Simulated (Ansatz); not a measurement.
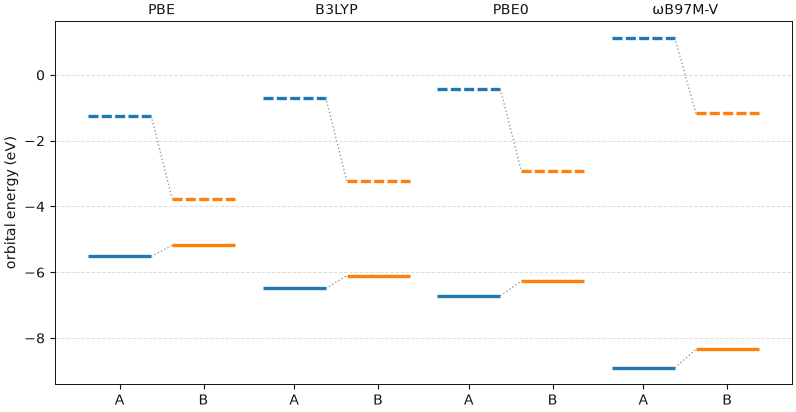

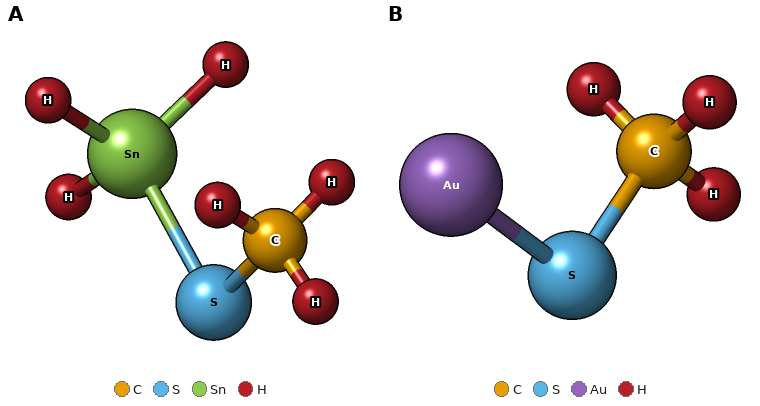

One change: A, CH₆SSn (SMILES C[S][SnH3]), becomes B, CH₃AuS (SMILES C[S][Au]). SnH₃ on S is replaced by Au. HOMO (solid) and LUMO (dashed) computed in def2-TZVPP at PBE0-D4/def2-TZVP geometries, both minima by their frequencies, gas phase, the Ansatz code 0.2.0. Empty levels above zero depend strongly on the basis.

What does the change do to HOMO and LUMO?

Answer. PBE: the HOMO rises by 0.33 eV, the LUMO falls by 2.51 eV, and the separation goes from 4.27 to 1.43 eV. B3LYP: the HOMO rises by 0.38 eV, the LUMO falls by 2.53 eV, and the separation goes from 5.80 to 2.89 eV. PBE0: the HOMO rises by 0.45 eV, the LUMO falls by 2.49 eV, and the separation goes from 6.29 to 3.35 eV. ωB97M-V: the HOMO rises by 0.56 eV, the LUMO falls by 2.30 eV, and the separation goes from 10.03 to 7.18 eV.

Do the functionals agree on the effect?

Answer. They agree on the direction for both levels; the HOMO shift lies between 0.33 and 0.56 eV and the LUMO shift between −2.53 and −2.30 eV, while the separations themselves differ by up to 5.8 eV between functionals.

Known limits of this run: core potentials past krypton; spin-orbit coupling is left out, and with Sn and Au it can shift these values.
